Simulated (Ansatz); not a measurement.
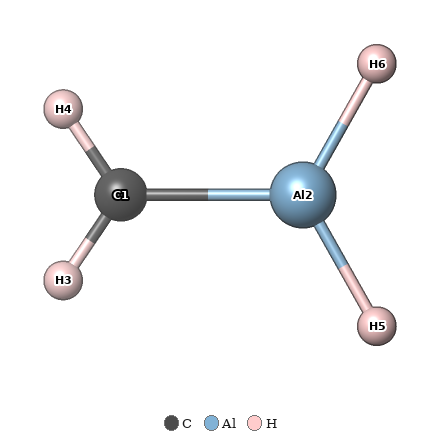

The system is CH₄Al, SMILES [CH2][AlH2], spin multiplicity 2; the picture shows the reference structure. First axis: bond length C1–Al2. Second axis: dihedral H3–C1–Al2–H5. Nothing is relaxed (all other coordinates rigid). The grid has 15 × 15 points; 120 points were computed and 105 follow by symmetry. Energies: kJ/mol, counted from the lowest grid point. Theory: UKS PBE0-D4/def2-TZVP (Ansatz).

Its coordinates:

```xyz
6

C    -0.1031   -1.0135    0.0273
Al    0.0916    0.9004   -0.0243
H    -0.2916   -1.6317   -0.8494
H    -0.0382   -1.6093    0.9368
H    -0.0238    1.6601   -1.4124
H     0.3649    1.6941    1.3220
```

Range: bond length C1–Al2 from 1.617 to 2.502 Å; dihedral H3–C1–Al2–H5 from −180 to 156°.

What will the energy surface look like?

Answer. The lowest grid point is at bond length C1–Al2 = 1.933 Å, dihedral H3–C1–Al2–H5 = −180°; the map holds 2 wells of about this depth. The highest grid point, bond length C1–Al2 = 2.502 Å, dihedral H3–C1–Al2–H5 = −84°, lies 142 kJ/mol above the lowest. On the interpolated surface the easiest way out of the lowest well to a well of about the same depth near bond length C1–Al2 = 1.933 Å, dihedral H3–C1–Al2–H5 = −12° passes a barrier of about 15 kJ/mol. Round the minimum the two coordinates are nearly uncoupled.

| dihedral H3–C1–Al2–H5 ↓, bond length C1–Al2 → | 1.617 | 1.680 | 1.743 | 1.806 | 1.869 | 1.933 | 1.996 | 2.059 | 2.122 | 2.186 | 2.249 | 2.312 | 2.375 | 2.439 | 2.502 |
| --- | --- | --- | --- | --- | --- | --- | --- | --- | --- | --- | --- | --- | --- | --- | --- |
| 156 | 125 | 72 | 37 | 15 | 5 | 2 | 6 | 14 | 27 | 42 | 59 | 77 | 96 | 116 | 136 |
| 132 | 128 | 76 | 42 | 21 | 10 | 7 | 11 | 20 | 31 | 46 | 63 | 81 | 100 | 119 | 139 |
| 108 | 133 | 82 | 48 | 27 | 16 | 13 | 17 | 25 | 36 | 51 | 67 | 85 | 103 | 123 | 142 |
| 84 | 135 | 83 | 49 | 28 | 17 | 15 | 18 | 26 | 38 | 52 | 68 | 86 | 104 | 123 | 142 |
| 60 | 131 | 79 | 45 | 24 | 13 | 11 | 14 | 22 | 34 | 49 | 65 | 83 | 102 | 121 | 140 |
| 36 | 126 | 74 | 39 | 18 | 7 | 4 | 8 | 17 | 29 | 44 | 61 | 79 | 98 | 117 | 137 |
| 12 | 124 | 71 | 36 | 14 | 3 | 1 | 4 | 13 | 25 | 40 | 57 | 76 | 95 | 115 | 135 |
| −12 | 124 | 71 | 36 | 14 | 3 | 1 | 4 | 13 | 25 | 40 | 57 | 76 | 95 | 115 | 135 |
| −36 | 126 | 74 | 39 | 18 | 7 | 4 | 8 | 17 | 29 | 44 | 61 | 79 | 98 | 117 | 137 |
| −60 | 131 | 79 | 45 | 24 | 13 | 11 | 14 | 22 | 34 | 49 | 65 | 83 | 102 | 121 | 140 |
| −84 | 135 | 83 | 49 | 28 | 17 | 15 | 18 | 26 | 38 | 52 | 68 | 86 | 104 | 123 | 142 |
| −108 | 133 | 82 | 48 | 27 | 16 | 13 | 17 | 25 | 36 | 51 | 67 | 85 | 103 | 123 | 142 |
| −132 | 128 | 76 | 42 | 21 | 10 | 7 | 11 | 20 | 31 | 46 | 63 | 81 | 100 | 119 | 139 |
| −156 | 125 | 72 | 37 | 15 | 5 | 2 | 6 | 14 | 27 | 42 | 59 | 77 | 96 | 116 | 136 |
| −180 | 124 | 71 | 35 | 14 | 3 | 0 | 4 | 12 | 25 | 40 | 57 | 75 | 94 | 114 | 134 |

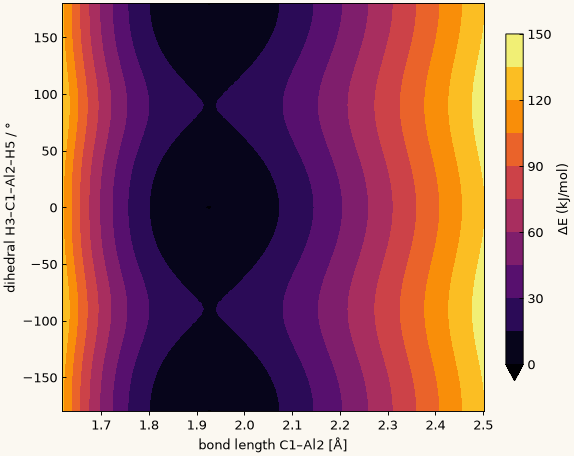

In the figure: filled contours. Between grid points the surface is interpolated.

Time for the 120 points that were run: 4.8 min on 1 thread of Intel(R) Xeon(R) Platinum 8488C (Sapphire Rapids), with other jobs on the host.
